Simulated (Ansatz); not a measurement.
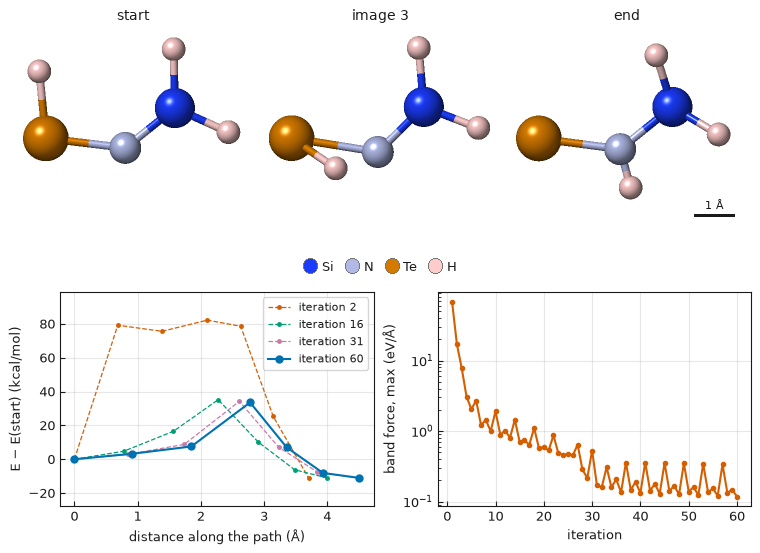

NEB run on SiNH$_{3}$Te. Images are numbered from 0 (start) to 6 (end). The plot follows the band through its iterations. The picture is a ball-and-stick view, seen face on.

The calculation used RKS BLYP/def2-SVP (Ansatz 0.2.0).

The input:
```yaml
crystal:
  periodic: [false, false, false]
  atoms:
    - { symbol: Si, position_ang: [-0.881732, 0.101561, -0.672571] }
    - { symbol: "N", position_ang: [0.097713, -1.030256, -0.017895] }
    - { symbol: Te, position_ang: [1.705759, -0.983835, 1.231115] }
    - { symbol: H, position_ang: [-1.975584, -0.377558, -1.56329] }
    - { symbol: H, position_ang: [-0.822946, 1.591831, -0.49148] }
    - { symbol: H, position_ang: [1.87679, 0.698257, 1.514122] }
basis:
  gaussian: { orbitals: def2-SVP }
hamiltonian:
  xc: blyp
neb:
  order_check: false
  images: 5
  f_tol: 0.03
  max_iterations: 60
  optimiser: lbfgs
  climbing: true
  final_atoms:
    - { symbol: Si, position_ang: [-0.89418995, 0.34118531, -0.28391366] }
    - { symbol: "N", position_ang: [0.48524499, -0.41432582, 0.40357111] }
    - { symbol: Te, position_ang: [2.20066098, 0.29846696, 1.3624894] }
    - { symbol: H, position_ang: [-1.56206681, -0.54455955, -1.29501971] }
    - { symbol: H, position_ang: [-0.64044815, 1.75626437, -0.68882583] }
    - { symbol: H, position_ang: [0.41079894, -1.43703128, 0.50169969] }
  initial_path:
    images:
      - { positions_ang: [[-0.881732, 0.101561, -0.672571], [0.097713, -1.030256, -0.017895], [1.705759, -0.983835, 1.231115], [-1.975584, -0.377558, -1.56329], [-0.822946, 1.591831, -0.49148], [1.87679, 0.698257, 1.514122]] }
      - { positions_ang: [[-0.85318414, 0.15827759, -0.62030565], [0.17508738, -0.89920957, 0.05306274], [1.67475113, -0.7790714, 1.41558786], [-1.80051643, -0.38443378, -1.58446548], [-0.98500139, 1.6042912, -0.43016433], [1.78886346, 0.30014596, 1.16628586]] }
      - { positions_ang: [[-0.82463628, 0.21499418, -0.5680403], [0.25246175, -0.76816314, 0.12402048], [1.64374326, -0.57430779, 1.60006071], [-1.62544885, -0.39130957, -1.60564095], [-1.14705679, 1.61675139, -0.36884866], [1.70093691, -0.09796508, 0.81844972]] }
      - { positions_ang: [[-0.79608842, 0.27171077, -0.51577494], [0.32983613, -0.6371167, 0.19497822], [1.61273539, -0.36954419, 1.78453357], [-1.45038128, -0.39818535, -1.62681643], [-1.30911218, 1.62921159, -0.307533], [1.61301037, -0.49607611, 0.47061358]] }
      - { positions_ang: [[-0.82878893, 0.29486895, -0.43848785], [0.38163908, -0.56285307, 0.26450918], [1.80871059, -0.1468738, 1.64385218], [-1.48760979, -0.44697675, -1.51621752], [-1.08622417, 1.67156251, -0.43463061], [1.21227323, -0.80972784, 0.48097562]] }
      - { positions_ang: [[-0.86148944, 0.31802713, -0.36120076], [0.43344203, -0.48858945, 0.33404015], [2.00468578, 0.07579658, 1.50317079], [-1.5248383, -0.49576815, -1.40561861], [-0.86333616, 1.71391344, -0.56172822], [0.81153608, -1.12337956, 0.49133766]] }
      - { positions_ang: [[-0.89418995, 0.34118531, -0.28391366], [0.48524499, -0.41432582, 0.40357111], [2.20066098, 0.29846696, 1.3624894], [-1.56206681, -0.54455955, -1.29501971], [-0.64044815, 1.75626437, -0.68882583], [0.41079894, -1.43703128, 0.50169969]] }
```

Command:
```bash
ansatz run input.yaml --threads 1 --pin off --max-ram 2048MiB --backend cpu --events-out ev --progress --plain --runs-dir out
```

### Judge this run.

The result isn't final. The band hadn't converged when the run stopped after 60 iterations. The largest component of the band force went from 69 to 0.12 eV/Å. The barrier read from it is provisional, though the highest image hardly moved in the last two iterations. The first iteration put the highest image at 441.1 kcal/mol. The highest point, image 3, lies 33.6 kcal/mol above the start and 44.6 kcal/mol above the end; the end is at −11.0 kcal/mol relative to the start.

Cost: 4.5 min on 1 thread of Intel(R) Xeon(R) 6975P-C (Granite Rapids), on a shared host, peak memory 0.15 GiB.
